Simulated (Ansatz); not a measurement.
# C4H2Cl2Sn: one molecule under many settings

Aim: run C4H2Cl2Sn under a spread of inputs, and see what each costs and gives.

Computed with Ansatz 0.2.0, Gaussian basis. Level: the settings change from run to run.

1 further run of the same task is left out (for a known fault of the program). Runs told in other sessions of the task aren't counted.

### Step 1. The relaxed structure

An earlier PBE0-D4 in a triple-zeta def2 set relaxation fixed the geometry. Sn takes a core potential in def2 sets; no spin-orbit term is included.

SMILES `C#[C][Sn]([Cl])([Cl])[C]#C`, 9 atoms, charge 0, spin multiplicity 1.

Atoms are counted from 1 here; the program's logs count them from 0.

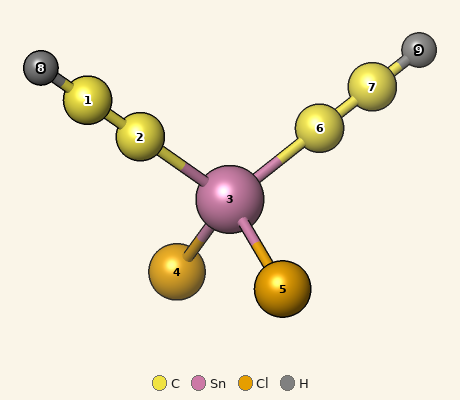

The structure; carbon yellow, tin pink, chlorine amber, hydrogen grey; atoms are numbered from 1 in the order of the file.

### Step 2. rPW86-PBE/x2c-TZVPPall

Set apart from the defaults: a point charge of 1.00 e beside it, rVV10 dispersion, high accuracy.

Input file in.yaml:

```yaml
crystal:
  periodic: [false, false, false]
  atoms:
    - {symbol: C, position_ang: [0.781586, -2.672431, 0.736331]}
    - {symbol: C, position_ang: [0.546701, -1.646464, 0.151141]}
    - {symbol: Sn, position_ang: [0.149378, 0.097949, -0.854489]}
    - {symbol: Cl, position_ang: [-1.349431, -0.335166, -2.546551]}
    - {symbol: Cl, position_ang: [2.086595, 0.854605, -1.840268]}
    - {symbol: C, position_ang: [-0.609919, 1.575139, 0.351146]}
    - {symbol: C, position_ang: [-1.055666, 2.445220, 1.054349]}
    - {symbol: H, position_ang: [0.989741, -3.581337, 1.254320]}
    - {symbol: H, position_ang: [-1.450485, 3.216186, 1.676821]}
basis:
  gaussian: {orbitals: x2c-TZVPPall, point_charges: [{charge: 1.00, position_ang: [6.329, 0.300, 0.473]}]}
hamiltonian: {xc: {name: rPW86-PBE}, dispersion: rvv10}
accuracy: high
output: {forces: true}
```

The run is started by

```sh
$ ansatz run in.yaml --threads 4 --pin off --events-out ev --progress --plain --max-ram 11315MiB
```

Log, shortened:

```text
Functional definition: rPW86-PBE+rVV10
  name "rPW86-PBE+rVV10"
  cite "Murray, Lee & Langreth, J. Chem. Theory Comput. 5, 2754 (2009) doi:10.1021/ct900365q"
  cite "Perdew, Burke & Ernzerhof, Phys. Rev. Lett. 77, 3865 (1996) doi:10.1103/PhysRevLett.77.3865"
  cite "Vydrov & Van Voorhis, J. Chem. Phys. 133, 244103 (2010) doi:10.1063/1.3521275"
  cite "Sabatini, Gorni & de Gironcoli, Phys. Rev. B 87, 041108(R) (2013) doi:10.1103/PhysRevB.87.041108"
  parent "pbe"
[...]
4694 factors; integrals over basis functions are off by at most 6.5e-8 eV
[...]
mean field -197441.44761846 eV, -7255.8393693586 hartree, gradient 2.5e-8 eV, S^2 0.000000; 0 other end points of the search recorded, 0 dependent functions left out
[...]
reference -197441.44763361 eV, -7255.8393699152 hartree; 55, 55 occupied and 241, 241 virtual orbitals, 4694 factors
Total energy: -197441.44763361 eV, -7255.8393699152 hartree
Relativity: scalar
Atom 0 at     0.781586    -2.672431     0.736331 Å, force     0.221877    -0.747830     0.435251 eV/Å
Atom 1 at     0.546701    -1.646464     0.151141 Å, force     0.052471     0.428839    -0.206540 eV/Å
Atom 2 at     0.149378     0.097949    -0.854489 Å, force    -0.759830    -0.091934     0.204664 eV/Å
Atom 3 at    -1.349431    -0.335166    -2.546551 Å, force    -0.254362    -0.089428    -0.370630 eV/Å
Atom 4 at     2.086595     0.854605    -1.840268 Å, force     0.899501     0.281874    -0.313884 eV/Å
Atom 5 at    -0.609919     1.575139     0.351146 Å, force     0.308536    -0.370349    -0.282473 eV/Å
Atom 6 at    -1.055666     2.445220     1.054349 Å, force    -0.288826     0.612311     0.493616 eV/Å
Atom 7 at     0.989741    -3.581337     1.254320 Å, force    -0.043201    -0.096455     0.040975 eV/Å
Atom 8 at    -1.450485     3.216186     1.676821 Å, force    -0.065787     0.062850     0.047504 eV/Å
Dipole moment:    -0.401481    -0.074172     0.519667 e Å
```

Run time: 44 s. Hardware: 4 threads of AMD EPYC 7R43, shared host; peak memory 2.3 GiB.

Largest force 0.994 eV/Å, dipole 3.17 D.

### Step 3. B97/def2-TZVP

Set apart from the defaults: coordinates scaled by 1.12, high accuracy.

Input file in.yaml:

```yaml
crystal:
  periodic: [false, false, false]
  atoms:
    - {symbol: C, position_ang: [0.875376, -2.993123, 0.824690]}
    - {symbol: C, position_ang: [0.612305, -1.844040, 0.169278]}
    - {symbol: Sn, position_ang: [0.167304, 0.109703, -0.957028]}
    - {symbol: Cl, position_ang: [-1.511362, -0.375385, -2.852137]}
    - {symbol: Cl, position_ang: [2.336987, 0.957158, -2.061100]}
    - {symbol: C, position_ang: [-0.683109, 1.764156, 0.393283]}
    - {symbol: C, position_ang: [-1.182346, 2.738646, 1.180871]}
    - {symbol: H, position_ang: [1.108510, -4.011098, 1.404838]}
    - {symbol: H, position_ang: [-1.624543, 3.602128, 1.878040]}
basis:
  gaussian: {orbitals: def2-TZVP}
hamiltonian: {xc: {name: B97}}
accuracy: high
```

Launched as before.

Log, shortened:

```text
Functional definition: B97
  name "B97"
  cite "Becke, J. Chem. Phys. 107, 8554 (1997) doi:10.1063/1.475007"
[...]
      + integral(e_c_pw_opposite_spin*poly(b97_u_opposite, cos0, cos1, cos2))
4282 factors; integrals over basis functions are off by at most 1.4e-7 eV
[...]
mean field -35050.55193000 eV, -1288.0840253100 hartree, gradient 9.4e-8 eV, S^2 0.000000; 0 other end points of the search recorded, 0 dependent functions left out
reference -35050.55193288 eV, -1288.0840254161 hartree; 41, 41 occupied and 219, 219 virtual orbitals, 4282 factors
Total energy: -35050.55193288 eV, -1288.0840254161 hartree
```

It took 33 s on 4 threads of AMD EPYC 7R43, shared host; peak memory 2.1 GiB.

### Step 4. r2SCAN50/def2-TZVP

This run has atoms shaken by 0.03 Å, a grid of angular degree 11.

Input file in.yaml:

```yaml
crystal:
  periodic: [false, false, false]
  atoms:
    - {symbol: C, position_ang: [0.831194, -2.709497, 0.734015]}
    - {symbol: C, position_ang: [0.536470, -1.650165, 0.141797]}
    - {symbol: Sn, position_ang: [0.177581, 0.071919, -0.825566]}
    - {symbol: Cl, position_ang: [-1.312531, -0.340130, -2.567027]}
    - {symbol: Cl, position_ang: [2.029877, 0.825482, -1.810868]}
    - {symbol: C, position_ang: [-0.607436, 1.592278, 0.329510]}
    - {symbol: C, position_ang: [-1.067372, 2.471968, 1.008514]}
    - {symbol: H, position_ang: [1.008803, -3.551666, 1.255876]}
    - {symbol: H, position_ang: [-1.418943, 3.168870, 1.705834]}
basis:
  gaussian: {orbitals: def2-TZVP, final_grid: {core_spheres: 5, valence_spheres: 4, degree: 11}}
hamiltonian: {xc: {name: r2SCAN50}}
output: {forces: true}
```

Same command.

Log, shortened:

```text
Functional definition: r2SCAN50
  name "r2SCAN50"
  cite "Bursch, Neugebauer, Ehlert & Grimme, J. Chem. Phys. 156, 134105 (2022) doi:10.1063/5.0086040"
  cite "Furness, Kaplan, Ning, Perdew & Sun, J. Phys. Chem. Lett. 11, 8208 (2020) doi:10.1021/acs.jpclett.0c02405"
  cite "Furness, Kaplan, Ning, Perdew & Sun, J. Phys. Chem. Lett. 11, 9248 (2020) doi:10.1021/acs.jpclett.0c03077"
  parent r2scan
[...]
2034 factors; their error is unknown
[...]
mean field -35052.95296883 eV, -1288.1722618596 hartree, gradient 6.5e-5 eV, S^2 0.000000; 0 other end points of the search recorded, 0 dependent functions left out
[...]
reference -35052.95297718 eV, -1288.1722621666 hartree; 41, 41 occupied and 219, 219 virtual orbitals, 2034 factors
Total energy: -35052.95297718 eV, -1288.1722621666 hartree
Atom 0 at     0.831194    -2.709497     0.734015 Å, force    -1.954335     6.946173    -3.854172 eV/Å
Atom 1 at     0.536470    -1.650165     0.141797 Å, force     1.518245    -5.292878     2.975924 eV/Å
Atom 2 at     0.177581     0.071919    -0.825566 Å, force    -1.553250     0.514913    -0.236649 eV/Å
Atom 3 at    -1.312531    -0.340130    -2.567027 Å, force     0.391841     0.091299     0.440109 eV/Å
Atom 4 at     2.029877     0.825482    -1.810868 Å, force     0.900944     0.314039    -0.479199 eV/Å
Atom 5 at    -0.607436     1.592278     0.329510 Å, force    -0.335196     0.511948     0.405734 eV/Å
Atom 6 at    -1.067372     2.471968     1.008514 Å, force     0.736449    -1.404407    -0.680653 eV/Å
Atom 7 at     1.008803    -3.551666     1.255876 Å, force     0.548605    -2.179957     1.261183 eV/Å
Atom 8 at    -1.418943     3.168870     1.705834 Å, force    -0.253302     0.498869     0.167723 eV/Å
Dipole moment:     0.019841    -0.116456     0.676818 e Å
```

Wall time 6.5 s (4 threads of AMD EPYC 7R43, shared host); peak memory 1 GiB.

Largest force 8.181 eV/Å, dipole 3.30 D.

### Step 5. BLYP/STO-3G

Input file in.yaml:

```yaml
crystal:
  periodic: [false, false, false]
  atoms:
    - {symbol: C, position_ang: [0.781586, -2.672431, 0.736331]}
    - {symbol: C, position_ang: [0.546701, -1.646464, 0.151141]}
    - {symbol: Sn, position_ang: [0.149378, 0.097949, -0.854489]}
    - {symbol: Cl, position_ang: [-1.349431, -0.335166, -2.546551]}
    - {symbol: Cl, position_ang: [2.086595, 0.854605, -1.840268]}
    - {symbol: C, position_ang: [-0.609919, 1.575139, 0.351146]}
    - {symbol: C, position_ang: [-1.055666, 2.445220, 1.054349]}
    - {symbol: H, position_ang: [0.989741, -3.581337, 1.254320]}
    - {symbol: H, position_ang: [-1.450485, 3.216186, 1.676821]}
basis:
  gaussian: {orbitals: STO-3G}
hamiltonian: {xc: {name: BLYP}}
output: {forces: true}
```

Launched as before.

Log, shortened:

```text
Functional definition: BLYP
  name "BLYP"
  cite "Becke, Phys. Rev. A 38, 3098 (1988) doi:10.1103/PhysRevA.38.3098"
  cite "Lee, Yang & Parr, Phys. Rev. B 37, 785 (1988) doi:10.1103/PhysRevB.37.785"
[...]
853 factors; integrals over basis functions are off by at most 2.6e-5 eV
[...]
mean field -191217.95560038 eV, -7027.1302561286 hartree, gradient 4.2e-5 eV, S^2 0.000000; 0 other end points of the search recorded, 0 dependent functions left out
[...]
reference -191217.95594211 eV, -7027.1302686868 hartree; 55, 55 occupied and 12, 12 virtual orbitals, 853 factors
Total energy: -191217.95594211 eV, -7027.1302686868 hartree
Atom 0 at     0.781586    -2.672431     0.736331 Å, force     0.226198    -0.986270     0.560533 eV/Å
Atom 1 at     0.546701    -1.646464     0.151141 Å, force    -0.625532     2.746310    -1.582892 eV/Å
Atom 2 at     0.149378     0.097949    -0.854489 Å, force    -0.310817    -0.229310     1.898815 eV/Å
Atom 3 at    -1.349431    -0.335166    -2.546551 Å, force    -0.441302    -0.127436    -0.499054 eV/Å
Atom 4 at     2.086595     0.854605    -1.840268 Å, force     0.570615     0.222964    -0.291061 eV/Å
Atom 5 at    -0.609919     1.575139     0.351146 Å, force     1.195328    -2.325687    -1.898059 eV/Å
Atom 6 at    -1.055666     2.445220     1.054349 Å, force    -0.428181     0.836950     0.673671 eV/Å
Atom 7 at     0.989741    -3.581337     1.254320 Å, force     0.205591    -0.900853     0.517192 eV/Å
Atom 8 at    -1.450485     3.216186     1.676821 Å, force    -0.391900     0.763333     0.620854 eV/Å
Dipole moment:    -0.097823    -0.072209     0.597483 e Å
```

Wall time 1.1 s (4 threads of AMD EPYC 7R43, shared host).

Largest force 3.231 eV/Å, dipole 2.93 D.

### Step 6. B3LYP5/def2-SVP

Set apart from the defaults: atoms shaken by 0.03 Å, the search for lower states set to full.

Input file in.yaml:

```yaml
crystal:
  periodic: [false, false, false]
  atoms:
    - {symbol: C, position_ang: [0.847858, -2.620317, 0.748997]}
    - {symbol: C, position_ang: [0.484716, -1.631416, 0.101244]}
    - {symbol: Sn, position_ang: [0.142053, 0.134572, -0.828898]}
    - {symbol: Cl, position_ang: [-1.362300, -0.351306, -2.568828]}
    - {symbol: Cl, position_ang: [2.036794, 0.851753, -1.835247]}
    - {symbol: C, position_ang: [-0.648360, 1.622005, 0.296526]}
    - {symbol: C, position_ang: [-1.088990, 2.459210, 1.021031]}
    - {symbol: H, position_ang: [1.007118, -3.575149, 1.268673]}
    - {symbol: H, position_ang: [-1.416968, 3.213641, 1.747678]}
basis:
  gaussian: {orbitals: def2-SVP}
hamiltonian: {xc: {name: B3LYP5}}
scf: {lower_state_search: full}
output: {forces: true}
```

Same command.

Log, shortened:

```text
Functional definition: B3LYP5
  name "B3LYP5"
  cite "Stephens, Devlin, Chabalowski & Frisch, J. Phys. Chem. 98, 11623 (1994) doi:10.1021/j100096a001"
  cite "Becke, Phys. Rev. A 38, 3098 (1988) doi:10.1103/PhysRevA.38.3098"
  cite "Lee, Yang & Parr, Phys. Rev. B 37, 785 (1988) doi:10.1103/PhysRevB.37.785"
  cite "Vosko, Wilk & Nusair, Can. J. Phys. 58, 1200 (1980) doi:10.1139/p80-159"
[...]
1346 factors; integrals over basis functions are off by at most 1.2e-3 eV
[...]
mean field -35038.37636079 eV, -1287.6365813944 hartree, gradient 1.9e-5 eV, S^2 0.000000; 0 other end points of the search recorded, 0 dependent functions left out
[...]
reference -35038.37665068 eV, -1287.6365920477 hartree; 41, 41 occupied and 87, 87 virtual orbitals, 1346 factors
Total energy: -35038.37665068 eV, -1287.6365920477 hartree
Atom 0 at     0.847858    -2.620317     0.748997 Å, force    -0.827566     0.550254    -0.705427 eV/Å
Atom 1 at     0.484716    -1.631416     0.101244 Å, force     0.993510    -2.119381     1.686890 eV/Å
Atom 2 at     0.142053     0.134572    -0.828898 Å, force    -1.150187    -0.362308    -0.616319 eV/Å
Atom 3 at    -1.362300    -0.351306    -2.568828 Å, force    -0.124211     0.008273    -0.103265 eV/Å
Atom 4 at     2.036794     0.851753    -1.835247 Å, force     1.351222     0.517920    -0.633955 eV/Å
Atom 5 at    -0.648360     1.622005     0.296526 Å, force     0.639652    -1.329825    -1.058601 eV/Å
Atom 6 at    -1.088990     2.459210     1.021031 Å, force    -1.062824     2.491583     2.392864 eV/Å
Atom 7 at     1.007118    -3.575149     1.268673 Å, force     0.080191     0.747208    -0.317909 eV/Å
Atom 8 at    -1.416968     3.213641     1.747678 Å, force     0.100212    -0.503724    -0.644278 eV/Å
Dipole moment:     0.004917    -0.026191     0.695507 e Å
```

Run time: 2.3 s. Hardware: 4 threads of AMD EPYC 7R43, shared host; peak memory 0.33 GiB.

Largest force 3.614 eV/Å, dipole 3.34 D.

### Step 7. revPBE/def2-mTZVP

This run has atoms shaken by 0.03 Å, D3(BJ) dispersion, high accuracy.

Input file in.yaml:

```yaml
crystal:
  periodic: [false, false, false]
  atoms:
    - {symbol: C, position_ang: [0.757921, -2.698308, 0.671841]}
    - {symbol: C, position_ang: [0.575181, -1.670100, 0.162822]}
    - {symbol: Sn, position_ang: [0.177490, 0.098876, -0.888025]}
    - {symbol: Cl, position_ang: [-1.394445, -0.303861, -2.530238]}
    - {symbol: Cl, position_ang: [2.086659, 0.812245, -1.793392]}
    - {symbol: C, position_ang: [-0.614912, 1.548096, 0.350160]}
    - {symbol: C, position_ang: [-1.096498, 2.528218, 1.041142]}
    - {symbol: H, position_ang: [0.953387, -3.600709, 1.269570]}
    - {symbol: H, position_ang: [-1.460146, 3.170052, 1.680595]}
basis:
  gaussian: {orbitals: def2-mTZVP}
hamiltonian: {xc: {name: revPBE}, dispersion: d3bj}
accuracy: high
output: {forces: true}
```

Launched as before.

Log, shortened:

```text
Functional definition: revPBE
  name "revPBE"
  cite "Zhang & Yang, Phys. Rev. Lett. 80, 890 (1998) doi:10.1103/PhysRevLett.80.890"
  cite "Perdew, Burke & Ernzerhof, Phys. Rev. Lett. 77, 3865 (1996) doi:10.1103/PhysRevLett.77.3865"
[...]
3163 factors; integrals over basis functions are off by at most 5.9e-8 eV
[...]
mean field -35052.03236815 eV, -1288.1384304088 hartree, gradient 1.1e-8 eV, S^2 0.000000; 0 other end points of the search recorded, 0 dependent functions left out
[...]
reference -35052.03237399 eV, -1288.1384306233 hartree; 41, 41 occupied and 121, 121 virtual orbitals, 3163 factors
Total energy: -35052.66465007 eV, -1288.1616663407 hartree
Atom 0 at     0.757921    -2.698308     0.671841 Å, force     1.272884    -6.512818     3.738783 eV/Å
Atom 1 at     0.575181    -1.670100     0.162822 Å, force    -1.168828     5.959061    -3.222593 eV/Å
Atom 2 at     0.177490     0.098876    -0.888025 Å, force    -1.138363    -0.934283     1.280364 eV/Å
Atom 3 at    -1.394445    -0.303861    -2.530238 Å, force    -0.381910    -0.144020    -0.501813 eV/Å
Atom 4 at     2.086659     0.812245    -1.793392 Å, force     1.703185     0.671166    -0.880571 eV/Å
Atom 5 at    -0.614912     1.548096     0.350160 Å, force    -2.240699     4.703337     3.227109 eV/Å
Atom 6 at    -1.096498     2.528218     1.041142 Å, force     4.005140    -7.808513    -6.127468 eV/Å
Atom 7 at     0.953387    -3.600709     1.269570 Å, force    -0.184037     0.681455    -0.651687 eV/Å
Atom 8 at    -1.460146     3.170052     1.680595 Å, force    -1.867371     3.384617     3.137877 eV/Å
Dipole moment:    -0.008205    -0.057303     0.490523 e Å
```

Wall time 7.5 s (4 threads of AMD EPYC 7R43, shared host); peak memory 0.62 GiB.

Largest force 10.703 eV/Å, dipole 2.37 D.

### Step 8. rPW86-PBE/def2-SVPD

This run has unrestricted orbitals, rVV10 dispersion, relativity set to scalar.

Input file in.yaml:

```yaml
crystal:
  periodic: [false, false, false]
  atoms:
    - {symbol: C, position_ang: [0.781586, -2.672431, 0.736331]}
    - {symbol: C, position_ang: [0.546701, -1.646464, 0.151141]}
    - {symbol: Sn, position_ang: [0.149378, 0.097949, -0.854489]}
    - {symbol: Cl, position_ang: [-1.349431, -0.335166, -2.546551]}
    - {symbol: Cl, position_ang: [2.086595, 0.854605, -1.840268]}
    - {symbol: C, position_ang: [-0.609919, 1.575139, 0.351146]}
    - {symbol: C, position_ang: [-1.055666, 2.445220, 1.054349]}
    - {symbol: H, position_ang: [0.989741, -3.581337, 1.254320]}
    - {symbol: H, position_ang: [-1.450485, 3.216186, 1.676821]}
basis:
  gaussian: {orbitals: def2-SVPD}
magnetization: {spin_polarized: true, initial_magnetization: 0}
hamiltonian: {xc: {name: rPW86-PBE}, dispersion: rvv10, pseudopotentials: {relativity: scalar}}
output: {forces: true}
```

Launched as before.

Log, shortened:

```text
Functional definition: rPW86-PBE+rVV10
  name "rPW86-PBE+rVV10"
  cite "Murray, Lee & Langreth, J. Chem. Theory Comput. 5, 2754 (2009) doi:10.1021/ct900365q"
  cite "Perdew, Burke & Ernzerhof, Phys. Rev. Lett. 77, 3865 (1996) doi:10.1103/PhysRevLett.77.3865"
  cite "Vydrov & Van Voorhis, J. Chem. Phys. 133, 244103 (2010) doi:10.1063/1.3521275"
  cite "Sabatini, Gorni & de Gironcoli, Phys. Rev. B 87, 041108(R) (2013) doi:10.1103/PhysRevB.87.041108"
  parent "pbe"
[...]
1709 factors; their error is unknown
[...]
mean field -35141.87294036 eV, -1291.4400105411 hartree, gradient 2.1e-5 eV, S^2 0.000000; 0 other end points of the search recorded, 0 dependent functions left out
[...]
reference -35141.87308333 eV, -1291.4400157954 hartree; 41, 41 occupied and 141, 141 virtual orbitals, 1709 factors
Total energy: -35141.87308333 eV, -1291.4400157954 hartree
Relativity: scalar
Atom 0 at     0.781586    -2.672431     0.736331 Å, force     0.331982    -1.452448     0.830909 eV/Å
Atom 1 at     0.546701    -1.646464     0.151141 Å, force    -0.307053     1.350753    -0.781183 eV/Å
Atom 2 at     0.149378     0.097949    -0.854489 Å, force    -0.114425    -0.084272     0.698888 eV/Å
Atom 3 at    -1.349431    -0.335166    -2.546551 Å, force    -0.743604    -0.215108    -0.835207 eV/Å
Atom 4 at     2.086595     0.854605    -1.840268 Å, force     0.959718     0.374694    -0.485091 eV/Å
Atom 5 at    -0.609919     1.575139     0.351146 Å, force     0.588213    -1.143172    -0.936485 eV/Å
Atom 6 at    -1.055666     2.445220     1.054349 Å, force    -0.631244     1.231178     0.997695 eV/Å
Atom 7 at     0.989741    -3.581337     1.254320 Å, force     0.092434    -0.404590     0.231928 eV/Å
Atom 8 at    -1.450485     3.216186     1.676821 Å, force    -0.176021     0.342965     0.278546 eV/Å
Dipole moment:    -0.095503    -0.070524     0.583360 e Å
```

Wall time 12 s (4 threads of AMD EPYC 7R43, shared host); peak memory 0.53 GiB.

Largest force 1.706 eV/Å, dipole 2.86 D, ⟨S²⟩ 0.000.

### Step 9. BHLYP/STO-3G

This run has atoms shaken by 0.08 Å, D4 dispersion.

Input file in.yaml:

```yaml
crystal:
  periodic: [false, false, false]
  atoms:
    - {symbol: C, position_ang: [0.818080, -2.618059, 0.799341]}
    - {symbol: C, position_ang: [0.641419, -1.695015, 0.279219]}
    - {symbol: Sn, position_ang: [0.218989, -0.043613, -0.761297]}
    - {symbol: Cl, position_ang: [-1.508148, -0.319905, -2.625174]}
    - {symbol: Cl, position_ang: [1.947866, 0.922719, -1.847645]}
    - {symbol: C, position_ang: [-0.511673, 1.448161, 0.333927]}
    - {symbol: C, position_ang: [-0.987409, 2.379224, 0.984649]}
    - {symbol: H, position_ang: [1.113296, -3.553526, 1.269300]}
    - {symbol: H, position_ang: [-1.554401, 3.169687, 1.759634]}
basis:
  gaussian: {orbitals: STO-3G}
hamiltonian: {xc: {name: BHLYP}, dispersion: d4}
```

The command is unchanged.

Log:

```text
Functional definition: BHLYP
  name "BHLYP"
  cite "Becke, J. Chem. Phys. 98, 1372 (1993) doi:10.1063/1.464304"
  cite "Becke, Phys. Rev. A 38, 3098 (1988) doi:10.1103/PhysRevA.38.3098"
  cite "Lee, Yang & Parr, Phys. Rev. B 37, 785 (1988) doi:10.1103/PhysRevB.37.785"
  parameter a = 0.5
  exchange = (1 - a)*b88_x + a*exact_x
  correlation = lyp_c
855 factors; integrals over basis functions are off by at most 3.5e-5 eV
mean field evaluation 1: about -191226.0634 eV, gradient 2.0e1 eV
mean field evaluation 2: about -191228.0674 eV, gradient 1.0e1 eV
mean field evaluation 4: about -191228.4931 eV, gradient 1.2e0 eV
mean field evaluation 8: about -191228.4146 eV, gradient 1.9e-2 eV
mean field -191228.41460587 eV, -7027.5146174908 hartree, gradient 1.7e-5 eV, S^2 0.000000; 0 other end points of the search recorded, 0 dependent functions left out
reference -191228.41478021 eV, -7027.5146238977 hartree; 55, 55 occupied and 12, 12 virtual orbitals, 855 factors
Total energy: -191228.87091648 eV, -7027.5313865966 hartree
```

It took 0.95 s on 4 threads of AMD EPYC 7R43, shared host.

### Step 10. The runs in one table

```csv
level,charge,multiplicity,geometry,functions,energy (eV),time
rPW86-PBE/x2c-TZVPPall,0,1,"relaxed, point charge",296,-197441.448,44 s
B97/def2-TZVP,0,1,scaled,260,-35050.552,33 s
r2SCAN50/def2-TZVP,0,1,shaken,260,-35052.953,6.5 s
BLYP/STO-3G,0,1,relaxed,67,-191217.956,1.1 s
B3LYP5/def2-SVP,0,1,shaken,128,-35038.377,2.3 s
revPBE/def2-mTZVP,0,1,shaken,162,-35052.665,7.5 s
rPW86-PBE/def2-SVPD,0,1,relaxed,182,-35141.873,12 s
BHLYP/STO-3G,0,1,shaken,67,-191228.871,0.95 s
```

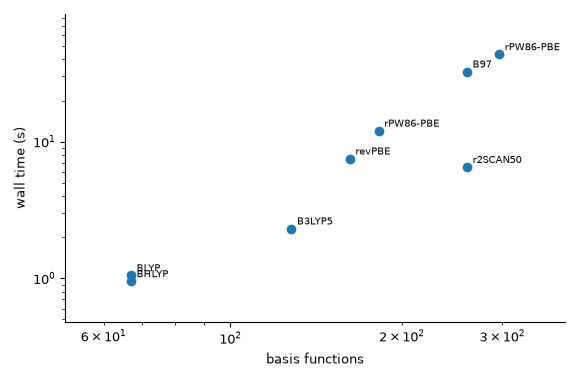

Wall time against the number of basis functions (shared host).

### Step 11. Summary of results

| quantity | value |
| --- | --- |
| runs | 8 |
| quickest | BHLYP/STO-3G, 0.95 s |
| slowest | rPW86-PBE/x2c-TZVPPall, 44 s |
| spread of total energies, same state and geometry | 156076.1 eV |
| dipole, same state and geometry | 2.86 to 2.93 D |

What this shows: Run time spans a factor of 46, from BHLYP/STO-3G to rPW86-PBE/x2c-TZVPPall. The jobs differ in tasks and options as well as level. The totals spread over 156076 eV; they can't be compared across methods or bases. Some of these runs are scalar-relativistic and others not, which shifts the totals of all-electron atoms past neon by several eV an atom and more; core potentials, where a basis has them, take the core out of the total altogether. At the PBE0-D4/def2-TZVP geometry and in the same state, the sound runs without point charges leave forces up to 3.23 eV/Å (BLYP/STO-3G), against 10.7 eV/Å where the atoms were moved.
